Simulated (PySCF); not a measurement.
# The bond of AlCd, level by level

What are the lowest state that PBE0 finds, the bond length, vibrational wavenumber and bond energy of AlCd, and how much do these hang on the method?

The runs use PySCF 2.14.0; Al def2-SVP, Cd def2-SVP with ECP28, scalar-relativistic core potentials.

## Step 1: The job

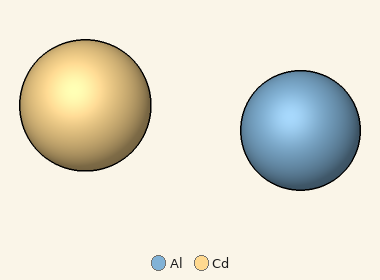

The two atoms at the starting distance (aluminium light blue, cadmium orange).

Settings of the job:

```json
{
  "atoms": "Al, Cd",
  "charge": "0",
  "basis": "Al def2-SVP, Cd def2-SVP with ECP28",
  "Hamiltonian": "scalar-relativistic core potentials",
  "basis functions": "49",
  "electrons treated": "33",
  "masses in u": "26.9815, 113.9034",
  "levels": "PBE0, PBE, r²SCAN, TPSSh, B97-3, BLYP, LC-ωPBE, HF, MP2, SCS-MP2, CCSD, CCSD(T)",
  "grid": "80 radial by 434 angular points",
  "occupations": "held fixed by the projection of orbital angular momentum",
  "dissociation limit": "Al + Cd, each in its ground configuration",
  "starting distance in angstrom": "2.595",
  "values of 2S to try": "1, 3"
}
```

The run is started by

```sh
> OMP_NUM_THREADS=1 python dia.py task.json out
```

Further steps of the session: First curve: PBE0; Other states along the same grid; PBE; r²SCAN; TPSSh (hybrid meta-GGA); B97-3 (global hybrid GGA); BLYP (GGA); LC-ωPBE (range-separated hybrid); ROHF; Adding correlation.

What does the calculation give? Wanted: for each run, Re; ωe; De; μ.

As calculated:

Lowest PBE0 solution found, without spin–orbit coupling: ²Π (doublet), unpaired electrons π ↑. State 2 has its PBE0 minimum 0.24 eV higher. The other levels ran on the lowest alone.

```tsv
level	Re (Å)	ωe (cm⁻¹)	De (eV)	μ (D)
ROHF-SCS-MP2	2.989	95.1	0.119	n/a
ROHF-CCSD	2.992	97.8	0.114	n/a
ROHF-CCSD(T)	2.907	121.8	0.168	n/a
PBE	2.832	156.6	0.424	0.81
BLYP	2.918	129.1	0.237	0.44
r²SCAN	2.793	165.2	0.429	0.97
TPSSh	2.857	147.1	0.353	1.26
PBE0	2.867	145.9	0.349	1.07
B97-3	2.964	123.1	0.230	1.04
LC-ωPBE	2.939	117.7	0.213	1.41
```

De is counted to Al + Cd in their ground configurations. A positive dipole means Al(−)Cd(+). No constants: ROHF (no minimum is bracketed among the points kept); ROHF-MP2 (fits of two degrees disagree).

What this shows: The methods spread over 0.199 Å in bond length, from r²SCAN to ROHF-CCSD. CCSD(T) can't serve as the judge here: for a weak bond in this basis it is far from its limit. Among the levels with a De in the table, it runs from 0.114 eV (ROHF-CCSD) to 0.429 eV (r²SCAN).

Correlated steps freeze 5 core orbitals. The bond is weak, and basis-set superposition, which was not computed, may be a sizeable part of it. Spin–orbit coupling is left out.
